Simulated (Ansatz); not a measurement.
Profile along the Pt–Pt line in Pt (fcc, Cu type)

Pt (fcc, Cu type), conventional cell a = 3.9403 Å, b = 3.9403 Å, c = 3.9403 Å, α = 90.00°, β = 90.00°, γ = 90.00°. The calculation uses the primitive cell of 1 atom, to which meshes and values per cell refer.

Fields along a shortest Pt–Pt line of a {111} plane (2.79 Å), from Pt to Pt, interpolated on the slice's grid (step about 0.2 Å). Method: r2SCAN (plane waves to 500 eV, PAW, scalar-relativistic; Ansatz, a program for electronic structure). k mesh 20×20×20. Inside the PAW spheres the values are not all-electron values, and peaks at nuclei hang on which shells count as valence. Pt is run without spin polarisation. Pt was relaxed with its symmetry unable to fall. Spin-orbit coupling is left out, though Pt is heavy.

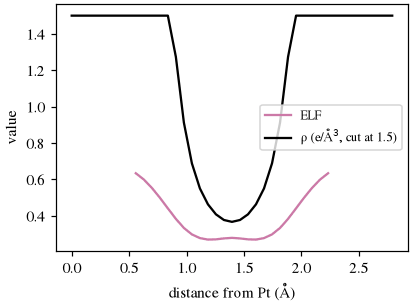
Fig. 1. ELF (away from the nuclei) and valence density from Pt to Pt.

Density on the Pt–Pt line (2.79 Å) at its midpoint: 0.37 e/Å³. ELF at that point: 0.28.
